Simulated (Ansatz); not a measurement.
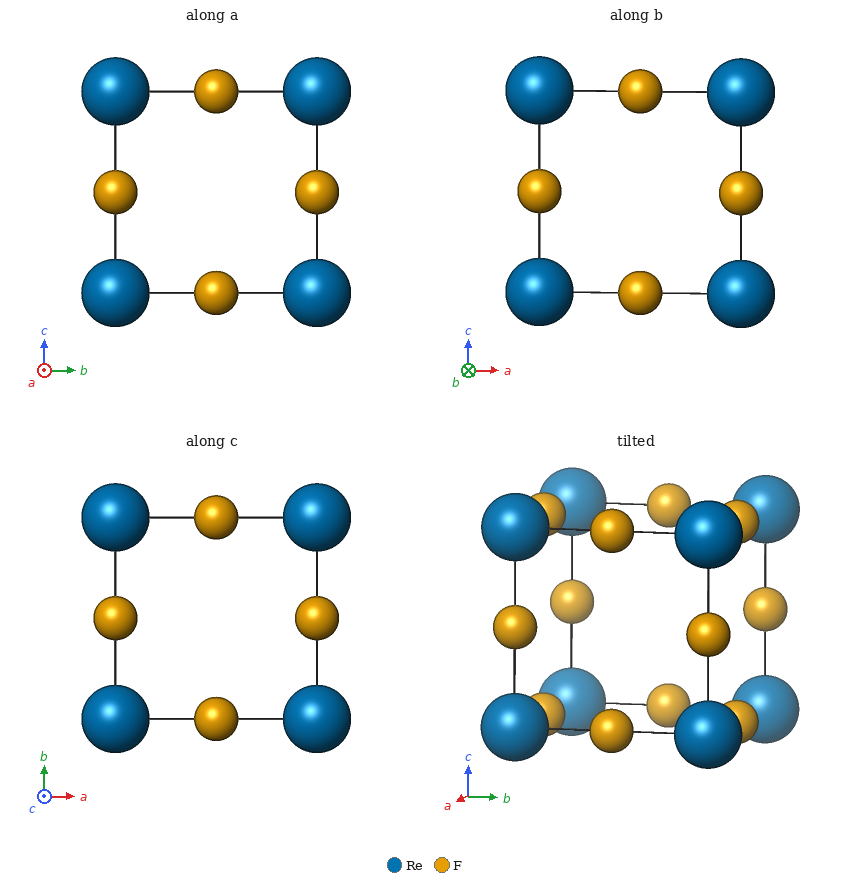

Spheres-only representation of a periodic structure, projected along the a axis, along the b axis, along the c axis and slightly off an axis. The outline marks the unit cell.

Lattice parameters: a = 4.0210 Å, b = 4.0210 Å, c = 4.0210 Å, α = 90.000°, β = 90.573°, γ = 90.000°.

**Record the structure as a CIF in P1 with every atom of the cell.**

```cif
data_structure
_symmetry_space_group_name_H-M 'P 1'
_symmetry_Int_Tables_number 1
_cell_length_a 4.0210
_cell_length_b 4.0210
_cell_length_c 4.0210
_cell_angle_alpha 90.000
_cell_angle_beta 90.573
_cell_angle_gamma 90.000
_cell_volume 65.01
loop_
_atom_site_label
_atom_site_type_symbol
_atom_site_fract_x
_atom_site_fract_y
_atom_site_fract_z
_atom_site_occupancy
Re1 Re 0.0000 0.0000 0.0000 1
F1 F 0.5000 0.0000 0.0000 1
F2 F 0.0000 0.0000 0.5000 1
F3 F 0.0000 0.5000 0.0000 1
```

It derives from a structure type filled with these elements by a generator (whether the compound takes this form wasn't checked). The cell was then strained or its atoms displaced on purpose. A calculation with Ansatz used it as input.
